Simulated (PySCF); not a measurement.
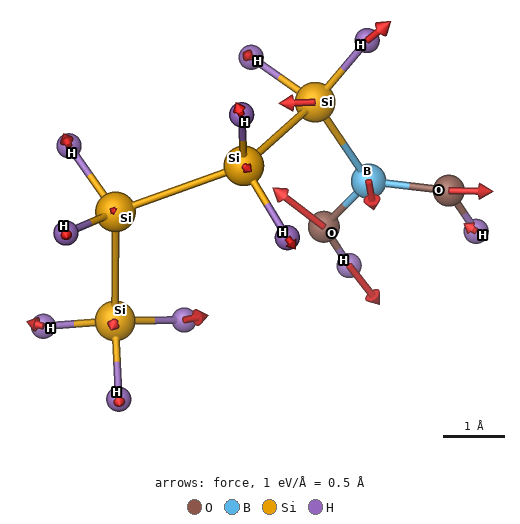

Starting geometry of BSi₄H₁₁O₂ with the computed forces as red arrows. The picture is a ball-and-stick view, seen from a free direction.

The start comes from GFN2-xTB. Its atoms were then displaced at random by about 0.01 Å.

All numbers below come from PBE0-D3(BJ)/def2-SVP geometry optimisation, gas phase (PySCF). 

What follows when this structure is relaxed?

It isn't relaxed: the largest force vector, on an O atom, is 2.35 eV/Å. The final displacements have little in common with the starting forces (cosine between the two patterns −0.10). An H atom moves most after the best rigid fit: 2.30 Å. Largest moves by element: H 2.30 Å, O 2.05 Å, Si 0.64 Å, B 0.49 Å. Near-neighbour distances that change, for instance: B–Si 1.959 → 2.034 Å, H–Si 1.440 → 1.500 Å, H–O 0.929 → 0.965 Å, Si–Si 2.317 → 2.347 Å. Among the angles between lasting bonds that change: H–Si–H 100.8° → 108.4°, Si–Si–Si 115.6° → 108.5°, Si–Si–H 103.0° → 109.4°. Groups turn about B–Si by about 70°, Si–Si by about 35°, Si–Si by about 25°. The energy falls by 0.401 eV in 43 geometry steps. The run took 14 min on 1 thread of Arm Neoverse V1, with other jobs on the host.
